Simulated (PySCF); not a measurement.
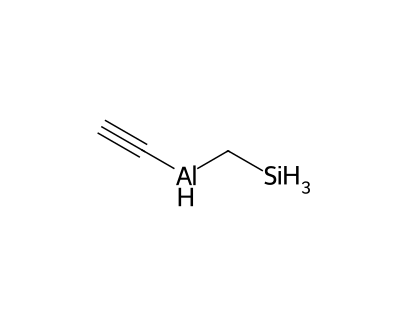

Structural formula above. Computed geometry: PBE0-D3(BJ)/def2-SVP optimisation. No frequency run is at hand to confirm it as a minimum.

Describe the 3D structure.

It has 12 atoms: 3 carbon, 7 hydrogen, 1 aluminium and 1 silicon (C₃H₇AlSi). Its SMILES string is `C#[C][AlH][CH2][SiH3]`. Among its groups: alkyne, Si–H bond. This geometry has C1 symmetry. Coordination: 2 C linear; 1 Al trigonal planar; 1 C tetrahedral; 1 Si tetrahedral.

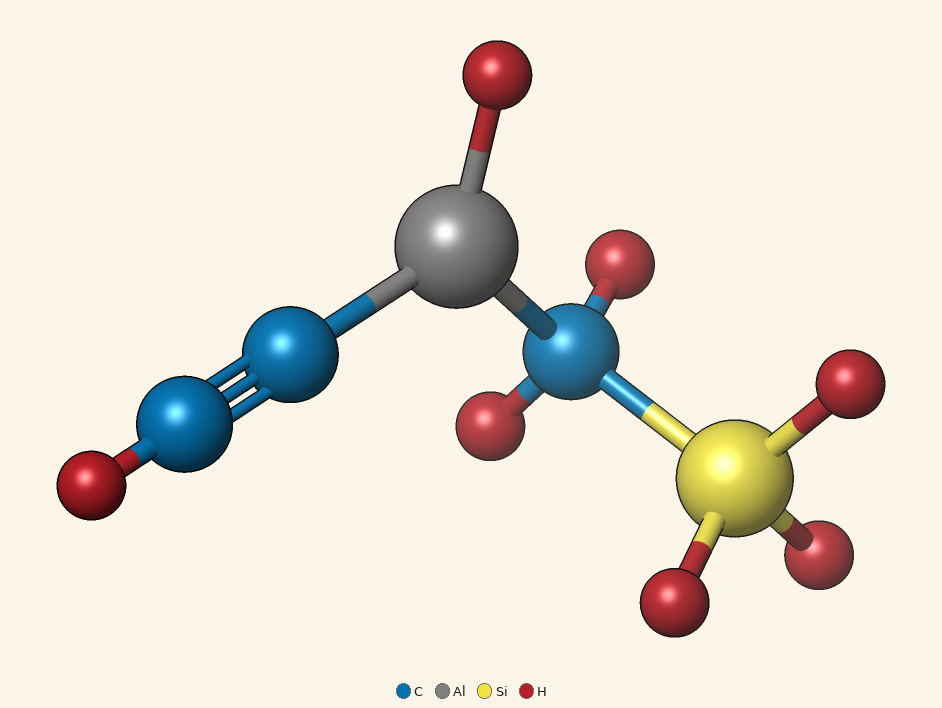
